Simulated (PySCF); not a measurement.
Vertical excitations of a molecule CH3F3OSi from TDDFT-B3LYP/def2-SVPD run with PySCF, as energy in eV (oscillator strength): 7.11 (0.002), 7.83 (0.007), 8.39 (0.006), 8.72 (0.010), 8.79 (0.045), 8.93 (0.066), 9.02 (0.005), 9.08 (0.047), 9.40 (0.178), 9.43 (0.013). Lowest triplet (TDA): 6.77 eV. Coordinates come from a PBE0-D3(BJ)/def2-SVP optimisation. The values are those of a single conformer.

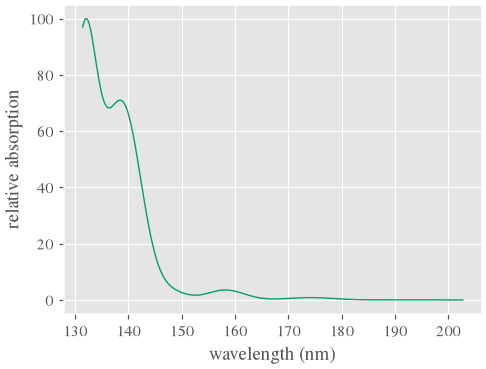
The lines broadened by 0.4 eV.

Q: Which molecule gave these data?
A) O[Si](F)(F)CF
B) CO[Si](F)(F)F
C) O[SiH2]C(F)(F)F
D) OC[Si](F)(F)F

A: C, O[SiH2]C(F)(F)F
